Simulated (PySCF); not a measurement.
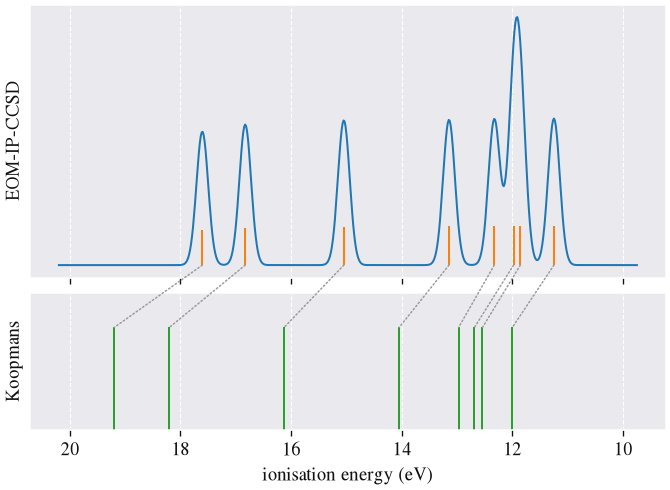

Valence photoelectron lines of CH₇BSi, SMILES BC[SiH3]: vertical EOM-IP-CCSD/aug-cc-pVDZ (frozen core, PySCF, at a PBE0-D3(BJ)/def2-SVP geometry (no frequency check); 8 lines, one for each of the 8 highest orbitals, so a line of a deeper orbital can be missing among them) above, Hartree-Fock orbital energies with the sign turned below, non-relativistic; dotted lines join each line to its leading orbital. Stick heights are one-hole weights (summed over degenerate lines), not cross-sections; Gaussian width 0.25 eV.

> Do correlation and relaxation change the order of the lines?

Not among these holes, which come in the order of the orbitals, HOMO, HOMO−1, HOMO−2, HOMO−3, HOMO−4, HOMO−5, HOMO−6, HOMO−7.

> List the lines.

```
  hole  EOM-IP-CCSD (eV)  Koopmans (eV)  one-hole weight
  HOMO             11.25          12.00             0.95
HOMO-1             11.85          12.54             0.96
HOMO-2             11.98          12.68             0.95
HOMO-3             12.32          12.97             0.95
HOMO-4             13.14          14.04             0.95
HOMO-5             15.04          16.12             0.94
HOMO-6             16.83          18.20             0.91
HOMO-7             17.60          19.20             0.87
```

Caveats: small basis, so the lines can lie some tenths of an eV too low.
